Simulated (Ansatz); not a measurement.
Base system: CdSe in the wurtzite structure (space group P6_3mc, No. 186; a = 4.383 Å, c = 7.154 Å). Axes: x lies along a and z along c of the hexagonal cell.

Structures relaxed with Ansatz (a first-principles code), PBE, PAW, cutoff 420 eV, without spin-orbit coupling.

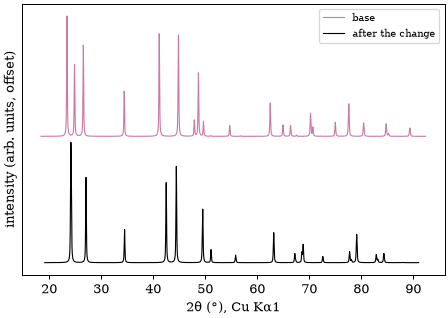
Figure: Simulated powder patterns before (top) and after one change

Q: Which of these changes matches the shifts?
A. biaxial strain −1.80 %, plane normal [001], relaxed out of plane
B. biaxial strain −3.00 %, plane normal [001], relaxed out of plane
C. biaxial strain −0.60 %, plane normal [001], relaxed out of plane
D. biaxial strain −1.20 %, plane normal [001], relaxed out of plane

A: B, biaxial strain −3.00 %, plane normal [001], relaxed out of plane. Its volume per atom is 28.71 Å³ against 29.75 Å³, and its space group is P6_3mc (No. 186).

Stability against distortions was not tested.
